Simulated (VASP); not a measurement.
Band structure of Pt3Ti (L1_2). Level of theory: vdW-DF2, VASP's PBE PAW potentials (set 64) (plane waves; VASP).

Unless said otherwise, spin-orbit coupling is left out, though it shifts the bands of the heavy elements here.

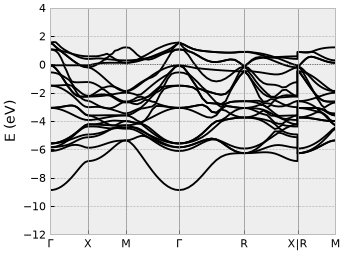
Fig. 1. Bands along high-symmetry lines, zero at the valence-band maximum or, without a gap, the Fermi level

Q: Read the plot: is there a gap, and where are the band edges?

A: It has no gap at this level: it comes out as a metal or semimetal. (Edges off the drawn lines would not show.)

The compound is Pt3Ti in the L1_2 structure. It was relaxed first, which changed the volume by +11 %.
